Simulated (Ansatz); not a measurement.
Band structure of IrRu₃ (P6_3/mmc, 8 atoms in the cell).

```
CELL_PARAMETERS angstrom
      5.30417     0.00000     0.00000
     -2.65209     4.59355     0.00000
      0.00000     0.00000     4.21235
ATOMIC_POSITIONS crystal
  Ru 0.16581 0.33162 0.25000
  Ru 0.83419 0.66838 0.75000
  Ru 0.83419 0.16581 0.75000
  Ru 0.16581 0.83419 0.25000
  Ru 0.66838 0.83419 0.25000
  Ru 0.33162 0.16581 0.75000
  Ir 0.33333 0.66667 0.75000
  Ir 0.66667 0.33333 0.25000
```

Method of the run: PBEsol, PAW files made with PBE (plane waves; Ansatz, a first-principles code).

Settings: basis.ecutwfc = 420 eV; kpoints.mp_grid.grid = 5 5 5; hamiltonian.xc = pbesol; hamiltonian.pseudopotentials = {kind: paw} (an earlier, softer set of the program's PAW files); scf.occupations.method = gaussian; scf.occupations.width = 0.272 eV; kpoints.band_path.npoints = 8.

The starting cell comes from a database of computed structures (which also holds hypothetical and non-ambient phases and stackings), without a prior relaxation at this level. Its lattice was rescaled by a random factor within 2.5 % of one. Spin-orbit coupling is off. Spin polarisation is off.

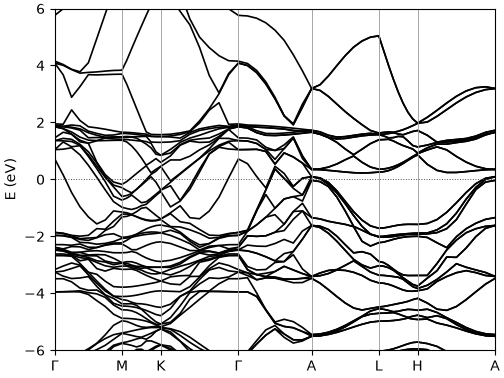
Figure. Bands along the path, energies from the Fermi level.

Levels in eV from the Fermi level, bands 61 to 68:
| point | 61 | 62 | 63 | 64 | 65 | 66 | 67 | 68 |
|---|---|---|---|---|---|---|---|---|
| Γ | -1.86 | -1.86 | 0.72 | 1.04 | 1.04 | 1.36 | 1.36 | 1.46 |
| M | -1.32 | -1.22 | -1.15 | -0.98 | -0.73 | -0.60 | -0.29 | -0.18 |
| K | -1.41 | -1.39 | -1.39 | -0.43 | -0.38 | -0.38 | 0.46 | 0.46 |
| A | 0.09 | 0.09 | 0.09 | 0.09 | 0.35 | 0.35 | 0.35 | 0.35 |
| L | -2.01 | -2.01 | -1.72 | -1.72 | 0.26 | 0.26 | 0.35 | 0.35 |
| H | -1.89 | -1.89 | -1.58 | -1.58 | 0.86 | 0.86 | 0.90 | 0.90 |

Bands cross the Fermi level along this path, so the cell is metallic at this level.

Keys are those of Ansatz 0.2.
